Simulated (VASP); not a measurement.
Band structure of ZrIr (space group Pm-3m). Level of theory: PBEsol GGA with spin-orbit coupling, VASP's PBE PAW potentials (set 64) (plane waves; VASP).

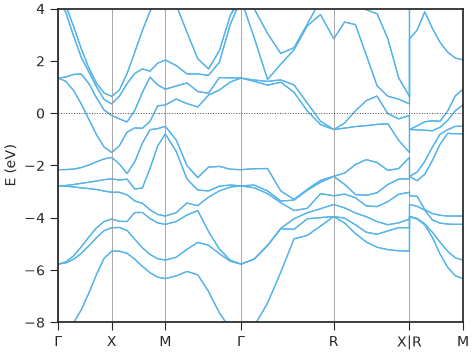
Figure. Bands along high-symmetry lines, zero at the valence-band maximum or, without a gap, the Fermi level

Problem. Read the plot: is there a gap, and where are the band edges?

Solution. It has no gap at this level: it comes out as a metal or semimetal.

The structure comes from a computed database's ZrIr entry (Pm-3m); how it stands against other phases isn't given here. It was relaxed first.
